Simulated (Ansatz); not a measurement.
AlH8LiSi3

Input

```
crystal:
  periodic: [false, false, false]
  atoms:
    - {symbol: Al, position_ang: [0.944363, -0.020547, -0.892289]}
    - {symbol: Li, position_ang: [2.257620, -1.363313, 0.995438]}
    - {symbol: Si, position_ang: [0.251917, 0.029687, 1.574060]}
    - {symbol: Si, position_ang: [-1.331065, -0.443289, -0.124203]}
    - {symbol: Si, position_ang: [-2.868331, 1.308376, -0.357113]}
    - {symbol: H, position_ang: [-0.004363, 0.895080, 2.761976]}
    - {symbol: H, position_ang: [0.634602, -1.340551, 2.161847]}
    - {symbol: H, position_ang: [-2.013887, -1.770119, -0.036005]}
    - {symbol: H, position_ang: [1.528764, 1.139274, -1.804191]}
    - {symbol: H, position_ang: [1.927162, -1.363639, -0.772714]}
    - {symbol: H, position_ang: [-3.571430, 1.252810, -1.671152]}
    - {symbol: H, position_ang: [-2.147017, 2.611437, -0.284076]}
    - {symbol: H, position_ang: [-3.911772, 1.306595, 0.708694]}
basis:
  gaussian: {orbitals: def2-SVPD}
output: {forces: true, orbitals: {seedname: orbitals}}
hamiltonian: {xc: {name: PBE0}}
```

Launched as:

```sh
ansatz run input.yaml --threads 2 --pin off --max-ram 4350MiB --events-out events.jsonl --progress --plain --runs-dir runs
```

Geometry: B3LYP/6-31G*.

Computed with isolated molecule in a Gaussian basis; Kohn-Sham density functional theory, functional PBE0 (Ansatz 0.2.0).

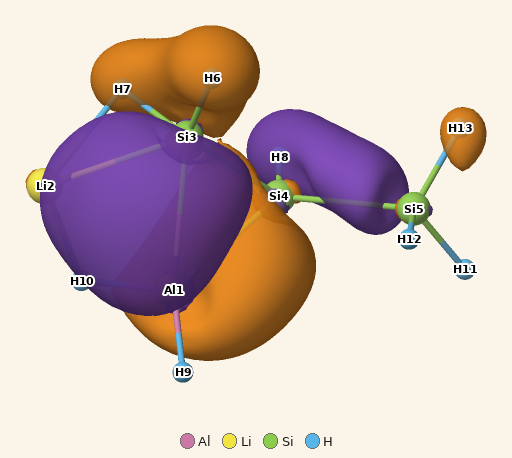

Figure 1. One frontier orbital at ±0.08 Å⁻³ᐟ² (orange and purple are the two phases), seen across its widest extent.

Question: Which orbital is it: HOMO or LUMO?

Answer: The HOMO, at −6.01 eV. By Hirshfeld shares it lies mainly on Si3 (about 30 %), Al1 (about 25 %) and Si4 (about 20 %).

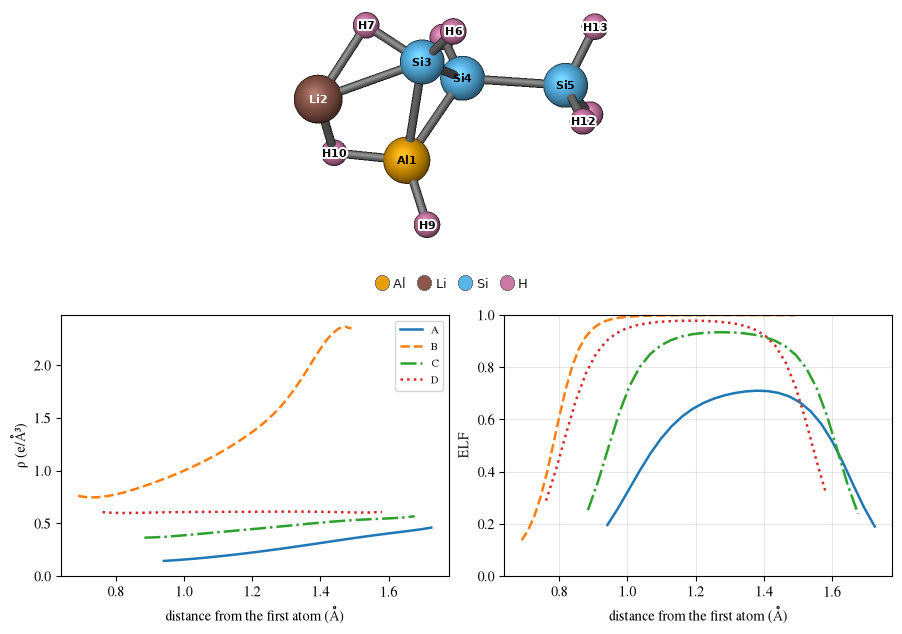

Figure 2. Electron density and ELF along straight lines between neighbouring atoms. The curves leave out the atomic cores. The structure is drawn too.

Question: Which curve belongs to which contact (Al–Si, Li–Si, Si–H and Si–Si)? The first atom named is at distance zero.

Answer: Curve A: Li–Si (2.51 Å): ρ is about 0.25 e/Å³ halfway; the ELF peaks at about 0.70 in the valence shell of Si, 1.1 Å from its nucleus, and is about 0.70 at the midpoint. Curve B: Si–H (1.49 Å): ρ at the midpoint is about 0.75 e/Å³; the ELF climbs to about 1 towards the hydrogen, as it does in any bond to H. Curve C: Al–Si (2.44 Å): the density is about 0.45 e/Å³ at the midpoint; the ELF peaks at about 0.95 between the atoms (localised, covalent bonding). Curve D: Si–Si (2.34 Å): ρ is about 0.61 e/Å³ halfway; the ELF peaks at about 1 between the atoms: a covalent bond.
